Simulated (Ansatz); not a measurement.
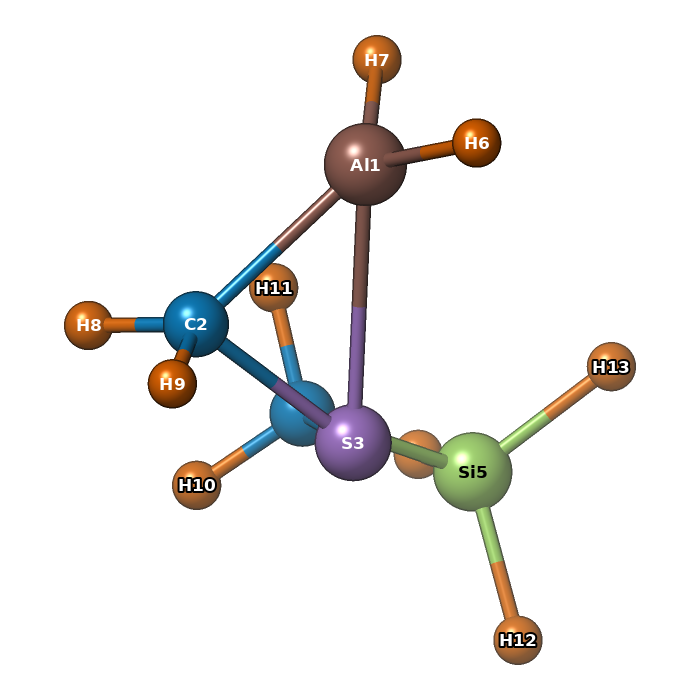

C4 lies behind S3. The molecule seen a little off the S3–C4 bond, S3 in front. Distant atoms are faded towards the background colour. The computed structure is the end point of a PBE-D4/def2-SVP optimisation. No frequency run is at hand to confirm it as a minimum.

What is the torsion angle Al1–S3–C4–Si5? The sign is positive where the front bond must turn clockwise to cover the back bond.

111°, anticlinal.
